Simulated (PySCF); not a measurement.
System: AlF (charge −1, doublet).

```xyz
2

Al    0.0000    0.0000   -0.7218
F     0.0000    0.0000    1.0252
```

The calculation used PBE0/aug-pcseg-1, non-relativistic, at a bond length of 1.747 Å (PySCF).

What can the converged electron density, electron localisation function and spin density tell about the bonding?

Answer. Al–F (1.75 Å): ρ at the midpoint is about 0.65 e/Å³; the ELF peaks at about 0.85 in the valence shell of F, 0.5 Å from its nucleus, and is about 0.25 at the midpoint.
The unpaired spin (1 electron) lies mostly on Al1 (about 1.0), in electrons by Hirshfeld's partition.

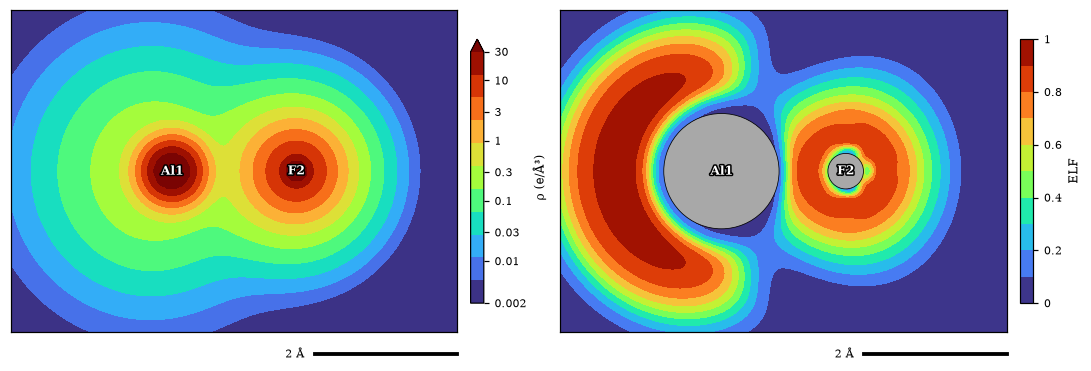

Computed electron density and electron localisation function on a plane that holds the molecular axis, in this order. Grey discs cover the atomic cores in the ELF map. 
